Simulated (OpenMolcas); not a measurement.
Energy and gradient calculation, with input and output: NiF₄ (charge −2) (part 1 of 3)

- system: NiF₄, charge −2, multiplicity 3
- method: CASSCF/ANO-S-VDZP (OpenMolcas 26.06)

The geometry comes from this level: GFN2-xTB.

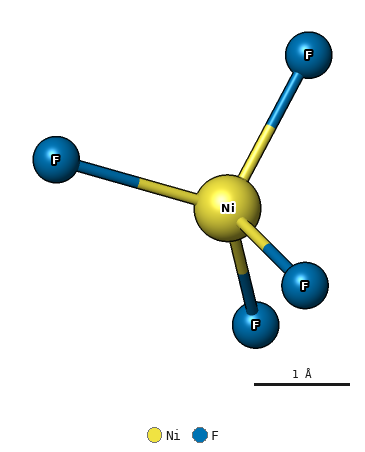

Figure 1. The structure as given in the input (ball-and-stick view, seen at a tilt). Sticks mark near contacts.

## Input file
```
* F4Ni CASSCF
&GATEWAY
BasisSet
Ni.ANO-S-VDZP....
Ni1 0.017120 -0.029280 -0.025070 angstrom
End of Basis
BasisSet
F.ANO-S-VDZP....
F2 0.049710 -0.079110 1.858750 angstrom
F3 1.890040 0.165490 -0.580000 angstrom
F4 -0.872900 1.501380 -0.667740 angstrom
F5 -1.083980 -1.558490 -0.585930 angstrom
End of Basis
RICD
&SEWARD
&RASSCF
FileOrb=$CurrDir/step2.RasOrb
Spin=3
Nactel=6 0 0
Inactive=30
Ras2=6
CIRoot=3 3 1
RlxRoot=1
OrbListing=Nothing
&ALASKA
```

Command:
```bash
export MOLCAS_MEM=1860
pymolcas step4.inp > step4.log
```

## Log
```
--- Start Module: gateway ---

                                              &GATEWAY

                       available to each process: 1.9 GB of memory, 1 thread

++    Symmetry information:
      ---------------------

                    Character Table for C1

                             E
                    a        1  x, y, xy, Rz, z, xz, Ry, yz, Rx, I
--

++    Basis set information:
      ----------------------

      Basis set label: NI.ANO-S...5S4P2D1F.

      Electronic valence basis set:
      ------------------
      Associated Effective Charge  28.000000 au
      Associated Actual Charge     28.000000 au
      Nuclear Model: Point charge

      Shell  nPrim  nBasis  Cartesian Spherical Contaminant
         s      17       5        X
         p      12       4        X
         d       9       2                 X
         f       4       1                 X

      Basis set label: F.ANO-S...3S2P1D.

      Electronic valence basis set:
      ------------------
      Associated Effective Charge   9.000000 au
      Associated Actual Charge      9.000000 au
      Nuclear Model: Point charge

      Shell  nPrim  nBasis  Cartesian Spherical Contaminant
         s      10       3        X
         p       6       2        X
         d       3       1                 X
--

++    Molecular structure info:
      -------------------------

                    ************************************************
                    **** Cartesian Coordinates / bohr, angstrom ****
                    ************************************************

     Center  Label                x              y              z                     x              y              z
        1      NI1              0.032352      -0.055331      -0.047375              0.017120      -0.029280      -0.025070
        2      F2               0.093938      -0.149496       3.512528              0.049710      -0.079110       1.858750
        3      F3               3.571658       0.312731      -1.096041              1.890040       0.165490      -0.580000
        4      F4              -1.649542       2.837197      -1.261846             -0.872900       1.501380      -0.667740
        5      F5              -2.048425      -2.945119      -1.107247             -1.083980      -1.558490      -0.585930

                    ***************************************
                    *    InterNuclear Distances / bohr    *
                    ***************************************

               1 NI1           2 F2            3 F3            4 F4            5 F5
    1 NI1      0.000000
    2 F2       3.561682        0.000000
    3 F3       3.709697        5.791986        0.000000
    4 F4       3.559554        5.895312        5.801840        0.000000
    5 F5       3.715352        5.809265        6.496079        5.798120        0.000000

                    *******************************************
                    *    InterNuclear Distances / angstrom    *
                    *******************************************

               1 NI1           2 F2            3 F3            4 F4            5 F5
    1 NI1      0.000000
    2 F2       1.884761        0.000000
    3 F3       1.963087        3.064987        0.000000
    4 F4       1.883635        3.119665        3.070202        0.000000
    5 F5       1.966079        3.074131        3.437577        3.068233        0.000000
--

            Nuclear Potential Energy            359.37324639 au

--- Stop Module: gateway /rc=_RC_ALL_IS_WELL_ ---
--- Module gateway spent 1 second ---

--- Start Module: seward ---

                                              &SEWARD

                       available to each process: 1.9 GB of memory, 1 thread

               SEWARD will generate:
                  Multipole Moment integrals up to order  2
                  Kinetic Energy integrals
                  Nuclear Attraction integrals (point charge)
                  One-Electron Hamiltonian integrals
                  Velocity integrals
                  Orbital angular momentum around (  0.0094  -0.0161  -0.0138 )
                  Velocity quadrupole around (  0.0094  -0.0161  -0.0138 )
                  RI decomposed two-electron repulsion integrals stored Cholesky style
                   - acCD auxiliary basis
                   - CD Threshold:   1.00E-04

                   Integrals are discarded if absolute value <: 1.00E-14
                   Integral cutoff threshold is set to       <: 1.00E-16

            Nuclear Potential Energy            359.37324639 au

      Basis set specifications :
      Symmetry species         a
      Basis functions           90

--- Stop Module: seward /rc=_RC_ALL_IS_WELL_ ---
--- Module seward spent 1 second ---

--- Start Module: rasscf ---

                                              &RASSCF

                       available to each process: 1.9 GB of memory, 1 thread

      Header of the ONEINT file:
      --------------------------

      OrdInt status: non-squared

      Cartesian coordinates in angstrom:
      -----------------------------------------------------
      No.  Label        X            Y            Z
      -----------------------------------------------------
       1   NI1        0.01712000  -0.02928000  -0.02507000
       2   F2         0.04971000  -0.07911000   1.85875000
       3   F3         1.89004000   0.16549000  -0.58000000
       4   F4        -0.87290000   1.50138000  -0.66774000
       5   F5        -1.08398000  -1.55849000  -0.58593000
      -----------------------------------------------------
      Nuclear repulsion energy =  359.37324639

++    Wave function specifications:
      -----------------------------

      Number of closed shell electrons          60
      Number of electrons in active shells       6
      Max number of holes in RAS1 space          0
      Max nr of electrons in RAS3 space          0
      Number of inactive orbitals               30
      Number of active orbitals                  6
      Number of secondary orbitals              54
      Spin quantum number                      1.0
      State symmetry                             1
--

++    Orbital specifications:
      -----------------------

      Symmetry species                           1
                                                 a
      Frozen orbitals                            0
      Inactive orbitals                         30
      Active orbitals                            6
      RAS1 orbitals                              0
      RAS2 orbitals                              6
      RAS3 orbitals                              0
      Secondary orbitals                        54
      Deleted orbitals                           0
      Number of basis functions                 90
--

++    CI expansion specifications:
      ----------------------------

      Number of CSFs                           189
      Number of determinants                   225
      Number of root(s) required                 3
      Root chosen for geometry opt.              1
      CI roots used                              1     2     3
      weights                                0.333 0.333 0.333
      highest root included in the CI            3
      max. size of the explicit Hamiltonian    189
--

++    Optimization specifications:
      ----------------------------

      RASSCF algorithm: LK RI/DF
      Maximum number of macro iterations       200
      Maximum number of SX iterations          100
      Threshold for RASSCF energy            1.000E-08
      Threshold for max MO rotation          1.000E-01
      Threshold for max BLB element          1.000E-04
      Level shift parameter                  5.000E-01
      Make Quasi-Newton update
--

      The MO-coefficients are taken from the file:
      step2.RasOrb
      Title: RASSCF average (pseudo-natural) orbitals

      Total molecular charge   -2.00

      ************************************************************************************************************************
      *                                            Wave function control section                                             *
      ************************************************************************************************************************

                                         RASSCF iterations: Energy and convergence statistics
                                         ----------------------------------------------------

          iter iter root      energy       change     param      element    value   shift minimum  type update hh:mm:ss
 Nr of preliminary CI iterations:   1
      Total energies have been shifted. Add                -1000.00 au
        1   1    4    0  -904.85047962    0.00E+00   4.67E-05   18  56 1 -9.90E-06   0.29   0.00    SX    NO    0:00:00
        2   1    4    0  -904.85047963   -2.66E-10  -2.09E-05   33  53 1 -3.60E-06   0.29   0.00    SX    NO    0:00:00
        3   1    3    0  -904.85047963   -8.21E-11   1.00E-05   18  56 1 -3.60E-06   0.29   0.00    SX    NO    0:00:00
        4   1    3    0  -904.85047963   -2.93E-11  -5.46E-06   19  55 1  1.66E-06   0.29   0.00    SX    NO    0:00:00
      Convergence after  4 iterations
        5   1    3    0  -904.85047963   -2.75E-11  -5.46E-06   18  56 1 -1.67E-06   0.29   0.00    SX    NO    0:00:00

      ************************************************************************************************************************
                                                      Wave function printout:
                       occupation of active orbitals, and spin coupling of open shells (u,d: Spin up or down)
      ************************************************************************************************************************

      Note: transformation to natural orbitals
      has been made, which may change the order of the CSFs.

      printout of CI-coefficients larger than  0.05 for root  1
      energy=   -1904.855216
      conf/sym  111111     Coeff  Weight
             1  22uu00   0.06930 0.00480
             7  u22u00  -0.12888 0.01661
            37  u2u200   0.98417 0.96859
           168  u0u202   0.07569 0.00573

      printout of CI-coefficients larger than  0.05 for root  2
      energy=   -1904.853614
      conf/sym  111111     Coeff  Weight
             1  22uu00  -0.99398 0.98800
            37  u2u200   0.06784 0.00460
            80  20uu02   0.07643 0.00584

      printout of CI-coefficients larger than  0.05 for root  3
      energy=   -1904.842608
      conf/sym  111111     Coeff  Weight
             7  u22u00  -0.98806 0.97626
            37  u2u200  -0.12928 0.01671
           116  u02u02  -0.07560 0.00572

      Natural orbitals and occupation numbers for root  1
      sym 1:   0.999988   1.986661   1.000319   1.994550   0.005547   0.012936

      Natural orbitals and occupation numbers for root  2
      sym 1:   1.999808   1.986718   1.000389   0.999902   0.000369   0.012814

      Natural orbitals and occupation numbers for root  3
      sym 1:   1.000000   1.986946   1.999732   1.000133   0.000363   0.012825

      ************************************************************************************************************************
      *                                                    Final results                                                     *
      ************************************************************************************************************************

++    Final optimization conditions:
      ------------------------------

      Average CI energy                           -1904.85047963
      RASSCF energy for state  1                  -1904.85521627
      Super-CI energy                                -0.00000000
      RASSCF energy change                           -0.00000000
      Max change in MO coefficients               7.400E-06
      Max non-diagonal density matrix element    -5.458E-06
      Maximum BLB matrix element                 -1.670E-06
      (orbital pair  18,  56 in symmetry   1)
      Norm of electronic gradient            1.417E-01
--

      Final state energy(ies):
      ------------------------

::    RASSCF root number  1 Total energy:  -1904.85521627
::    RASSCF root number  2 Total energy:  -1904.85361419
::    RASSCF root number  3 Total energy:  -1904.84260841
      Von Neumann Entropy (Root   1) =  1.08404

      Mulliken population analysis for root number:  1
      -----------------------------------------------

++    Molecular charges:
      ------------------

      Mulliken charges per centre
      ---------------------------

                NI1     F2      F3      F4      F5
      Total   26.4871  9.8854  9.8838  9.8590  9.8846

      N-E      1.5129 -0.8854 -0.8838 -0.8590 -0.8846

      Total electronic charge=   66.000000

      Total            charge=   -2.000000
--

      Expectation values of various properties for root number:  1
      -----------------------------------------------------------

++    Molecular properties:
      ---------------------

      Charge (e):
                      =   -2.0000
      Dipole Moment (debye):
      Origin of the operator (angstrom)=    0.0050   -0.0085   -0.0073
                   X=  8.4869E-02               Y= -1.3766E-01               Z= -1.8575E-01           Total=  2.4628E-01
      Center of Charge (angstrom)
                     X=   -0.00759065               Y=    0.01220128               Z=    0.01751446
      Quadrupole Moment (debye*angstrom):
      Origin of the operator (angstrom)=    0.0050   -0.0085   -0.0073
                  XX= -5.7570E+01              XY= -2.7847E+00              XZ= -8.0940E-01              YY= -5.4413E+01
                  YZ=  1.2745E+00              ZZ= -5.4445E+01
      In traceless form (debye*angstrom)
                  XX= -3.1414E+00              XY= -4.1771E+00              XZ= -1.2141E+00              YY=  1.5944E+00
                  YZ=  1.9117E+00              ZZ=  1.5471E+00
--

      Mulliken spin population analysis for root number:  1
      ---------------------------------------------------

++    Molecular charges:
      ------------------

      Mulliken spin population per centre
      ---------------------------

                NI1     F2      F3      F4      F5
      Total    1.9546  0.0050  0.0129  0.0151  0.0125

      Total electronic spin=    2.000000
--

      LoProp population analysis for root number:  1
      -----------------------------------------------

++    LoProp analysis:
      ----------------

++    Static properties:
      ------------------

      LoProp Charges per center

                   NI1      F2       F3       F4       F5
      Nuclear     28.0000   9.0000   9.0000   9.0000   9.0000
      Electronic -26.3833  -9.9171  -9.9039  -9.8911  -9.9047

      Total        1.6167  -0.9171  -0.9039  -0.8911  -0.9047
--

      Natural Bond Order analysis for root number:  1
```
